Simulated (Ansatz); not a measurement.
Run report: C$_{2}$H$_{12}$O$_{4}$Si$_{3}$, geometry relaxation (part 3 of 4)

Continued. System: C$_{2}$H$_{12}$O$_{4}$Si$_{3}$. Method: RKS PBE0-D4/STO-3G (Ansatz 0.2.0). It belongs to a series of runs on one base structure; here: start relaxed.

Geometry of the input (Å):
```
Si 0.0000  0.0000  0.0000
O  0.0000  0.0000  1.6800
Si -1.3147  -0.4067  2.6436
H  -2.2390  -1.2403  1.8804
H  -0.8506  -1.1432  3.8157
H  -1.9987  0.8095  3.0733
O  1.5842  0.0000  -0.5594
C  2.3503  -1.1632  -0.8360
H  1.7187  -1.9052  -1.3675
H  3.2179  -0.8926  -1.4733
H  2.7141  -1.6023  0.1163
O  -0.7913  1.3709  -0.5594
C  -2.1512  1.4177  -0.9653
H  -2.7687  0.8215  -0.2614
H  -2.5023  2.4707  -0.9639
H  -2.2473  0.9975  -1.9882
O  -0.7913  -1.3709  -0.5594
Si -1.6730  -2.4329  0.3983
H  -1.2634  -2.2870  1.7920
H  -3.0964  -2.1323  0.2761
H  -1.4264  -3.8036  -0.0398
```

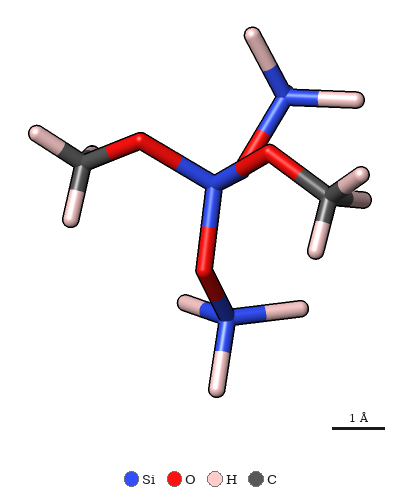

Fig. 1: The geometry at step 21 of the log (stick view, seen at a tilt).

### Trajectory as extended XYZ, continued
```
21
Properties=species:S:1:pos:R:3:forces:R:3 step=15 energy=-33661.36395
Si   -0.2149   -0.2333   -0.0635    0.0138   0.0308  -0.0416
O    -0.3774   -0.7814    1.5057   -0.0386  -0.0208   0.0146
Si   -1.0588    0.2140    2.6938    0.0388  -0.0224   0.0372
H    -2.4765    0.3976    2.4618   -0.0152   0.0198   0.0046
H    -0.8782   -0.4774    3.9495   -0.0096   0.0046  -0.0147
H    -0.4317    1.5162    2.7761    0.0148  -0.0033  -0.0173
O     1.3973    0.1402   -0.4374   -0.0153   0.0178  -0.0057
C     2.2351   -1.0407   -0.3563   -0.0036  -0.0097   0.0024
H     1.9152   -1.8559   -1.0392   -0.0025   0.0164   0.0113
H     3.2583   -0.7458   -0.6518    0.0049   0.0040   0.0120
H     2.2931   -1.4676    0.6674    0.0027  -0.0036  -0.0032
O    -0.9933    1.2596   -0.3071    0.0566  -0.0116   0.0061
C    -2.3559    1.1046   -0.7713   -0.0202  -0.0004  -0.0357
H    -3.0410    0.7130    0.0107   -0.0225  -0.0012  -0.0051
H    -2.7236    2.1066   -1.0587   -0.0171  -0.0113   0.0079
H    -2.4543    0.4444   -1.6582    0.0172   0.0045   0.0264
O    -0.7908   -1.4550   -1.0447   -0.0322  -0.0303   0.0109
Si   -1.5356   -2.7786   -0.2838    0.0269   0.0173   0.0079
H    -0.6176   -3.5408    0.5355    0.0069  -0.0072   0.0010
H    -2.6699   -2.3891    0.5279   -0.0010   0.0154   0.0068
H    -2.0087   -3.6229   -1.3544   -0.0046  -0.0086  -0.0257
21
Properties=species:S:1:pos:R:3:forces:R:3 step=16 energy=-33661.36660
Si   -0.2407   -0.2415   -0.0948    0.0577   0.0237  -0.0077
O    -0.4793   -0.8147    1.4584   -0.0571   0.1516   0.1288
Si   -1.0236    0.2301    2.6842   -0.0943   0.1805  -0.0798
H    -2.4296    0.5854    2.4868    0.3583  -0.0899   0.0467
H    -0.8977   -0.5090    3.9221   -0.0115   0.0548  -0.0596
H    -0.2445    1.4626    2.7735   -0.1505  -0.2874  -0.0344
O     1.3833    0.1489   -0.4021   -0.0458   0.0045   0.0088
C     2.2285   -1.0254   -0.3027    0.0122  -0.0210   0.0073
H     1.9418   -1.8337   -1.0090    0.0176   0.0233   0.0268
H     3.2613   -0.7173   -0.5527   -0.0468  -0.0109   0.0161
H     2.2499   -1.4664    0.7175   -0.0002   0.0089  -0.0345
O    -1.0061    1.2521   -0.3701   -0.0526  -0.0029  -0.0019
C    -2.3891    1.0868   -0.7745   -0.0019  -0.0163  -0.0166
H    -3.0425    0.6938    0.0350    0.0303   0.0096  -0.0231
H    -2.7781    2.0838   -1.0516    0.0164  -0.0103   0.0075
H    -2.5160    0.4216   -1.6542    0.0046   0.0114   0.0282
O    -0.7830   -1.4714   -1.0857   -0.0138  -0.0072   0.0124
Si   -1.5207   -2.7925   -0.3102   -0.0031   0.0334   0.0266
H    -0.5778   -3.5789    0.4584   -0.0224   0.0031  -0.0145
H    -2.6170   -2.3978    0.5517   -0.0034  -0.0357  -0.0374
H    -2.0481   -3.6091   -1.3780    0.0065  -0.0231   0.0004
21
Properties=species:S:1:pos:R:3:forces:R:3 step=17 energy=-33661.37449
Si   -0.2460   -0.2391   -0.0836    0.0243  -0.0136   0.0162
O    -0.4607   -0.8111    1.4739   -0.0383   0.0355  -0.0058
Si   -1.0024    0.2313    2.6964   -0.0295   0.0717  -0.0427
H    -2.3997    0.5811    2.4995    0.1245  -0.0207   0.0279
H    -0.8743   -0.4998    3.9364   -0.0014   0.0214  -0.0185
H    -0.2259    1.4561    2.7741   -0.0492  -0.0989   0.0015
O     1.3736    0.1523   -0.4062   -0.0178  -0.0005   0.0003
C     2.2206   -1.0204   -0.3026    0.0156  -0.0046   0.0112
H     1.9376   -1.8309   -1.0070    0.0044   0.0123   0.0087
H     3.2525   -0.7110   -0.5511   -0.0180  -0.0041   0.0071
H     2.2417   -1.4593    0.7179   -0.0051   0.0047  -0.0132
O    -1.0185    1.2532   -0.3449   -0.0404  -0.0067  -0.0121
C    -2.3905    1.0854   -0.7836    0.0074  -0.0106   0.0072
H    -3.0601    0.6876    0.0098    0.0160   0.0079  -0.0157
H    -2.7749    2.0827   -1.0655    0.0043  -0.0077   0.0010
H    -2.4950    0.4222   -1.6674    0.0030   0.0110   0.0174
O    -0.7956   -1.4645   -1.0769   -0.0206   0.0003   0.0373
Si   -1.5324   -2.7934   -0.3149   -0.0162  -0.0551  -0.0240
H    -0.6000   -3.5664    0.4807   -0.0300   0.0314  -0.0016
H    -2.6656   -2.4191    0.5095    0.0516  -0.0017  -0.0253
H    -2.0134   -3.6293   -1.3923    0.0154   0.0280   0.0231
21
Properties=species:S:1:pos:R:3:forces:R:3 step=18 energy=-33661.38201
Si   -0.2710   -0.2423   -0.0962   -0.0177   0.0104  -0.0146
O    -0.5401   -0.8234    1.4485    0.0260   0.0173  -0.0208
Si   -0.9520    0.2489    2.6935    0.0024   0.0056   0.0334
H    -2.3220    0.6978    2.5548   -0.0049   0.0133   0.0029
H    -0.8280   -0.4888    3.9289    0.0025  -0.0048  -0.0058
H    -0.0891    1.4106    2.7416    0.0114  -0.0073  -0.0037
O     1.3520    0.1608   -0.3834   -0.0054  -0.0358   0.0337
C     2.1991   -1.0097   -0.2557    0.0212   0.0003  -0.0161
H     1.9357   -1.8208   -0.9666    0.0082   0.0024   0.0072
H     3.2359   -0.6986   -0.4783    0.0017  -0.0013   0.0084
H     2.1940   -1.4475    0.7648    0.0031  -0.0029   0.0036
O    -1.0341    1.2515   -0.3757   -0.0230  -0.0336  -0.0162
C    -2.4139    1.0721   -0.7819   -0.0210   0.0267   0.0010
H    -3.0626    0.6768    0.0289   -0.0079   0.0013  -0.0016
H    -2.8105    2.0641   -1.0636   -0.0074   0.0037  -0.0025
H    -2.5332    0.4012   -1.6574   -0.0024   0.0003   0.0016
O    -0.7989   -1.4673   -1.0998    0.0121   0.0012  -0.0025
Si   -1.5291   -2.8097   -0.3574   -0.0127   0.0069   0.0063
H    -0.6103   -3.5587    0.4737    0.0015   0.0002  -0.0001
H    -2.6921   -2.4529    0.4289    0.0067  -0.0011  -0.0065
H    -1.9590   -3.6564   -1.4455    0.0056  -0.0029  -0.0074
21
Properties=species:S:1:pos:R:3:forces:R:3 step=19 energy=-33661.38472
Si   -0.3025   -0.2478   -0.1164   -0.0150   0.0627  -0.0112
O    -0.6274   -0.8317    1.4179   -0.0199   0.2539   0.2452
Si   -0.8872    0.2704    2.6950   -0.0041   0.0131  -0.2130
H    -2.2207    0.8531    2.6157    0.2149  -0.0892   0.0054
H    -0.7807   -0.4926    3.9170   -0.0103   0.0065  -0.0078
H     0.0915    1.3488    2.7158   -0.1363  -0.1672  -0.0203
O     1.3285    0.1659   -0.3520   -0.0078  -0.0567   0.0335
C     2.1842   -0.9966   -0.1966   -0.0115   0.0136  -0.0093
H     1.9570   -1.8086   -0.9198    0.0063   0.0199   0.0242
H     3.2264   -0.6745   -0.3781   -0.0370   0.0060   0.0060
H     2.1461   -1.4382    0.8223   -0.0021   0.0011  -0.0176
O    -1.0622    1.2440   -0.4287   -0.0429  -0.0723  -0.0251
C    -2.4574    1.0612   -0.7850    0.0254  -0.0149   0.0160
H    -3.0809    0.6796    0.0528    0.0224   0.0105  -0.0194
H    -2.8625    2.0489   -1.0700    0.0071   0.0070   0.0033
H    -2.6066    0.3771   -1.6463    0.0026   0.0102   0.0185
O    -0.7942   -1.4798   -1.1281    0.0030  -0.0016  -0.0142
Si   -1.5284   -2.8296   -0.4037   -0.0080  -0.0295  -0.0374
H    -0.6257   -3.5617    0.4599   -0.0110   0.0140   0.0127
H    -2.7279   -2.4905    0.3354    0.0271  -0.0061  -0.0095
H    -1.8985   -3.6898   -1.5050   -0.0030   0.0190   0.0199
21
Properties=species:S:1:pos:R:3:forces:R:3 step=20 energy=-33661.38917
Si   -0.3069   -0.2475   -0.1152   -0.0264  -0.0092  -0.0012
O    -0.6226   -0.8304    1.4212    0.0050   0.1199   0.0675
Si   -0.8748    0.2678    2.6931   -0.0020   0.0002  -0.0739
H    -2.1961    0.8633    2.6083    0.0802  -0.0250   0.0073
H    -0.7835   -0.4953    3.9158   -0.0017   0.0024   0.0024
H     0.1126    1.3313    2.7146   -0.0516  -0.0657  -0.0012
O     1.3223    0.1676   -0.3502    0.0101  -0.0294   0.0213
C     2.1788   -0.9927   -0.1905   -0.0026   0.0207  -0.0061
H     1.9585   -1.8040   -0.9160    0.0039   0.0087   0.0118
H     3.2206   -0.6665   -0.3651   -0.0160  -0.0032   0.0064
H     2.1351   -1.4360    0.8272    0.0005   0.0003  -0.0094
O    -1.0694    1.2412   -0.4258   -0.0262  -0.0396  -0.0304
C    -2.4622    1.0578   -0.7875    0.0186   0.0044   0.0220
H    -3.0880    0.6789    0.0494    0.0060   0.0064  -0.0128
H    -2.8647    2.0456   -1.0761   -0.0037  -0.0002   0.0004
H    -2.6086    0.3716   -1.6472    0.0010   0.0045   0.0073
O    -0.7957   -1.4789   -1.1296    0.0110   0.0077  -0.0132
Si   -1.5283   -2.8318   -0.4104   -0.0324   0.0133   0.0336
H    -0.6309   -3.5541    0.4674    0.0004  -0.0140  -0.0334
H    -2.7257   -2.4896    0.3308    0.0083  -0.0103  -0.0294
H    -1.8995   -3.6909   -1.5121    0.0176   0.0082   0.0311
21
Properties=species:S:1:pos:R:3:forces:R:3 step=21 energy=-33661.39281
Si   -0.3145   -0.2452   -0.1295   -0.0107   0.0125   0.0088
O    -0.6493   -0.8091    1.4075   -0.0097  -0.0033  -0.0042
Si   -0.8551    0.2663    2.7002    0.0099  -0.0164  -0.0402
H    -2.1441    0.9230    2.6252    0.0029   0.0100   0.0059
H    -0.8018   -0.5241    3.9082    0.0001   0.0012  -0.0124
H     0.1776    1.2803    2.7431    0.0062   0.0025   0.0066
O     1.3163    0.1753   -0.3393    0.0051  -0.0023  -0.0028
C     2.1755   -0.9812   -0.1763   -0.0020   0.0030   0.0096
H     1.9706   -1.7883   -0.9103   -0.0030  -0.0003  -0.0014
H     3.2179   -0.6491   -0.3326    0.0007   0.0035   0.0036
H     2.1191   -1.4327    0.8369    0.0033  -0.0040   0.0018
O    -1.0730    1.2334   -0.4854    0.0066   0.0167   0.0073
C    -2.4762    1.0504   -0.7985    0.0042  -0.0122   0.0060
H    -3.0745    0.6738    0.0586   -0.0102   0.0050  -0.0018
H    -2.8882    2.0371   -1.0774    0.0001   0.0002   0.0000
H    -2.6499    0.3619   -1.6511   -0.0088  -0.0026  -0.0002
O    -0.7840   -1.4902   -1.1361    0.0105   0.0019   0.0156
Si   -1.5293   -2.8336   -0.4129   -0.0052  -0.0034  -0.0026
H    -0.6426   -3.5553    0.4752   -0.0003  -0.0013   0.0009
H    -2.7361   -2.4832    0.3069   -0.0002  -0.0055  -0.0012
H    -1.8875   -3.7019   -1.5102    0.0005  -0.0050   0.0006
21
Properties=species:S:1:pos:R:3:forces:R:3 step=22 energy=-33661.39486
Si   -0.3332   -0.2433   -0.1488    0.0258   0.0226  -0.0392
O    -0.6976   -0.7952    1.3831   -0.0368   0.0103   0.0725
Si   -0.8124    0.2679    2.6973   -0.0015   0.0826  -0.0065
H    -2.0520    1.0260    2.6501    0.1147  -0.0692  -0.0013
H    -0.8071   -0.5528    3.8878   -0.0102   0.0279  -0.0353
H     0.2976    1.2036    2.7567   -0.0867  -0.0841  -0.0215
O     1.3001    0.1852   -0.3236   -0.0066   0.0126  -0.0134
C     2.1626   -0.9652   -0.1410    0.0089  -0.0134   0.0030
H     1.9826   -1.7712   -0.8834    0.0036   0.0051   0.0100
H     3.2068   -0.6251   -0.2685   -0.0151  -0.0030   0.0036
H     2.0834   -1.4215    0.8690    0.0013   0.0022  -0.0083
O    -1.0883    1.2269   -0.5440   -0.0310   0.0014   0.0178
C    -2.5024    1.0417   -0.8057   -0.0108  -0.0131  -0.0055
H    -3.0756    0.6831    0.0770    0.0250   0.0103  -0.0230
H    -2.9207    2.0246   -1.0891    0.0014  -0.0009  -0.0002
H    -2.7074    0.3393   -1.6411    0.0086   0.0121   0.0290
O    -0.7763   -1.5008   -1.1517    0.0050  -0.0050   0.0180
Si   -1.5271   -2.8441   -0.4337   -0.0001   0.0065   0.0244
H    -0.6560   -3.5491    0.4837   -0.0020  -0.0003  -0.0171
H    -2.7513   -2.4962    0.2579    0.0005  -0.0055  -0.0116
H    -1.8548   -3.7262   -1.5298    0.0060   0.0009   0.0047
21
Properties=species:S:1:pos:R:3:forces:R:3 step=23 energy=-33661.39645
Si   -0.3419   -0.2422   -0.1517    0.0232   0.0068  -0.0299
O    -0.7095   -0.7950    1.3797   -0.0309  -0.0209   0.0196
Si   -0.7926    0.2691    2.6937   -0.0120   0.0855   0.0165
H    -2.0082    1.0625    2.6465    0.0854  -0.0519   0.0036
H    -0.8124   -0.5522    3.8831    0.0002   0.0280  -0.0239
H     0.3436    1.1717    2.7487   -0.0680  -0.0678  -0.0056
O     1.2913    0.1882   -0.3212   -0.0004   0.0146  -0.0132
C     2.1545   -0.9598   -0.1262    0.0124  -0.0115   0.0030
H     1.9841   -1.7683   -0.8681    0.0035   0.0074   0.0100
H     3.1991   -0.6173   -0.2437   -0.0159  -0.0057   0.0024
H     2.0661   -1.4136    0.8842    0.0005   0.0047  -0.0104
O    -1.0982    1.2271   -0.5475   -0.0214  -0.0015   0.0072
C    -2.5130    1.0406   -0.8045   -0.0050  -0.0128   0.0008
H    -3.0836    0.6937    0.0844    0.0164   0.0110  -0.0189
H    -2.9305    2.0205   -1.0994   -0.0007  -0.0065   0.0000
H    -2.7206    0.3271   -1.6297    0.0059   0.0152   0.0204
O    -0.7796   -1.5004   -1.1558   -0.0006   0.0046   0.0223
Si   -1.5259   -2.8482   -0.4420    0.0077  -0.0255  -0.0165
H    -0.6538   -3.5523    0.4754   -0.0151   0.0206   0.0062
H    -2.7603   -2.5100    0.2364    0.0171  -0.0042   0.0072
H    -1.8374   -3.7338   -1.5402   -0.0023   0.0098  -0.0005
21
Properties=species:S:1:pos:R:3:forces:R:3 step=24 energy=-33661.39805
Si   -0.3539   -0.2419   -0.1569    0.0104   0.0025   0.0121
O    -0.7269   -0.7995    1.3736   -0.0185   0.0023  -0.0001
Si   -0.7697    0.2691    2.6874    0.0106   0.0442   0.0091
H    -1.9502    1.1107    2.6391    0.0473  -0.0290   0.0032
H    -0.8207   -0.5463    3.8791   -0.0053   0.0104  -0.0167
H     0.4027    1.1217    2.7397   -0.0467  -0.0342  -0.0020
O     1.2794    0.1912   -0.3215    0.0051   0.0059  -0.0079
C     2.1434   -0.9533   -0.1069    0.0030  -0.0066   0.0054
H     1.9855   -1.7676   -0.8451    0.0005   0.0089   0.0064
H     3.1885   -0.6090   -0.2124   -0.0119  -0.0005  -0.0005
H     2.0425   -1.4004    0.9053    0.0005   0.0049  -0.0099
O    -1.1122    1.2281   -0.5482   -0.0073  -0.0099  -0.0126
C    -2.5275    1.0405   -0.8023    0.0084  -0.0130   0.0077
H    -3.0968    0.7122    0.0942    0.0039   0.0082  -0.0153
H    -2.9432    2.0154   -1.1161    0.0036  -0.0120   0.0039
H    -2.7366    0.3110   -1.6126   -0.0008   0.0150   0.0111
O    -0.7863   -1.4984   -1.1646   -0.0075   0.0051   0.0077
Si   -1.5212   -2.8551   -0.4566   -0.0008  -0.0101  -0.0069
H    -0.6471   -3.5488    0.4659   -0.0016   0.0055   0.0039
H    -2.7607   -2.5305    0.2192    0.0106  -0.0035  -0.0025
H    -1.8182   -3.7415   -1.5581   -0.0035   0.0059   0.0039
21
Properties=species:S:1:pos:R:3:forces:R:3 step=25 energy=-33661.39888
Si   -0.3659   -0.2408   -0.1658    0.0172   0.0055   0.0201
O    -0.7517   -0.7950    1.3635   -0.0066   0.0350   0.0255
Si   -0.7452    0.2677    2.6847   -0.0078   0.0367  -0.0026
H    -1.8817    1.1698    2.6393    0.0649  -0.0503  -0.0014
H    -0.8432   -0.5533    3.8705    0.0044   0.0242  -0.0308
H     0.4687    1.0611    2.7463   -0.0628  -0.0516  -0.0043
O     1.2679    0.1964   -0.3198   -0.0054   0.0052  -0.0034
C     2.1332   -0.9435   -0.0876    0.0000  -0.0044  -0.0003
H     1.9887   -1.7618   -0.8241   -0.0001   0.0040   0.0054
H     3.1782   -0.5958   -0.1805   -0.0062   0.0009   0.0001
H     2.0201   -1.3862    0.9251    0.0028   0.0010  -0.0059
O    -1.1230    1.2255   -0.5709   -0.0203  -0.0100  -0.0144
C    -2.5420    1.0383   -0.8050    0.0055  -0.0039   0.0052
H    -3.1022    0.7268    0.1032    0.0118   0.0026  -0.0178
H    -2.9582    2.0094   -1.1294    0.0018  -0.0016   0.0037
H    -2.7641    0.2979   -1.6019    0.0056   0.0089   0.0155
O    -0.7896   -1.5002   -1.1729   -0.0069  -0.0009   0.0061
Si   -1.5159   -2.8624   -0.4668   -0.0060   0.0024  -0.0112
H    -0.6396   -3.5481    0.4591    0.0032   0.0003   0.0073
H    -2.7602   -2.5475    0.2037    0.0034  -0.0007   0.0057
H    -1.8037   -3.7508   -1.5687    0.0012  -0.0032  -0.0026
21
Properties=species:S:1:pos:R:3:forces:R:3 step=26 energy=-33661.39942
Si   -0.3725   -0.2388   -0.1700    0.0046  -0.0050  -0.0017
O    -0.7683   -0.7902    1.3575   -0.0012  -0.0045  -0.0398
Si   -0.7362    0.2641    2.6816    0.0121   0.0767   0.0575
H    -1.8418    1.2041    2.6319    0.0708  -0.0555   0.0101
H    -0.8657   -0.5606    3.8617   -0.0069   0.0318  -0.0244
H     0.5049    1.0141    2.7545   -0.0775  -0.0433  -0.0051
O     1.2612    0.2006   -0.3174    0.0006  -0.0009   0.0022
C     2.1277   -0.9373   -0.0792    0.0026  -0.0006  -0.0034
H     1.9878   -1.7574   -0.8145   -0.0008   0.0042   0.0048
H     3.1723   -0.5875   -0.1687   -0.0058  -0.0001  -0.0007
H     2.0119   -1.3781    0.9339    0.0003   0.0013  -0.0037
O    -1.1278    1.2251   -0.5869   -0.0148  -0.0086  -0.0061
C    -2.5490    1.0390   -0.8075    0.0024  -0.0124   0.0081
H    -3.1016    0.7329    0.1071    0.0096   0.0062  -0.0170
H    -2.9665    2.0089   -1.1335   -0.0002  -0.0018   0.0017
H    -2.7789    0.2942   -1.5981    0.0051   0.0126   0.0121
O    -0.7918   -1.5008   -1.1757   -0.0070  -0.0027   0.0034
Si   -1.5121   -2.8658   -0.4688    0.0105   0.0057   0.0082
H    -0.6325   -3.5443    0.4596    0.0031  -0.0019  -0.0002
H    -2.7565   -2.5564    0.2038   -0.0045  -0.0023  -0.0061
H    -1.7936   -3.7581   -1.5693   -0.0032   0.0011   0.0001
21
Properties=species:S:1:pos:R:3:forces:R:3 step=27 energy=-33661.40003
Si   -0.3772   -0.2372   -0.1733   -0.0020   0.0015  -0.0128
O    -0.7806   -0.7865    1.3526    0.0013  -0.0011  -0.0135
Si   -0.7304    0.2608    2.6821   -0.0029   0.0778   0.0431
H    -1.8080    1.2316    2.6292    0.0554  -0.0475   0.0001
H    -0.8952   -0.5622    3.8585    0.0067   0.0176  -0.0230
H     0.5289    0.9775    2.7672   -0.0620  -0.0442  -0.0026
O     1.2564    0.2035   -0.3164    0.0053  -0.0051   0.0060
C     2.1240   -0.9332   -0.0766   -0.0003   0.0036  -0.0050
H     1.9843   -1.7549   -0.8101    0.0002   0.0027   0.0027
H     3.1682   -0.5825   -0.1675   -0.0039  -0.0012  -0.0011
H     2.0095   -1.3723    0.9374   -0.0008   0.0015  -0.0015
O    -1.1310    1.2250   -0.5984   -0.0033  -0.0080   0.0008
C    -2.5534    1.0402   -0.8098    0.0001  -0.0085   0.0047
H    -3.1008    0.7363    0.1083    0.0041   0.0045  -0.0081
H    -2.9718    2.0100   -1.1351   -0.0012  -0.0026   0.0000
H    -2.7887    0.2941   -1.5974    0.0015   0.0091   0.0053
O    -0.7938   -1.5016   -1.1772   -0.0028  -0.0025   0.0040
Si   -1.5067   -2.8690   -0.4678   -0.0013   0.0002   0.0000
H    -0.6233   -3.5414    0.4619   -0.0036   0.0008  -0.0031
H    -2.7547   -2.5665    0.2016    0.0032   0.0007   0.0012
H    -1.7846   -3.7642   -1.5671    0.0063   0.0006   0.0029
```
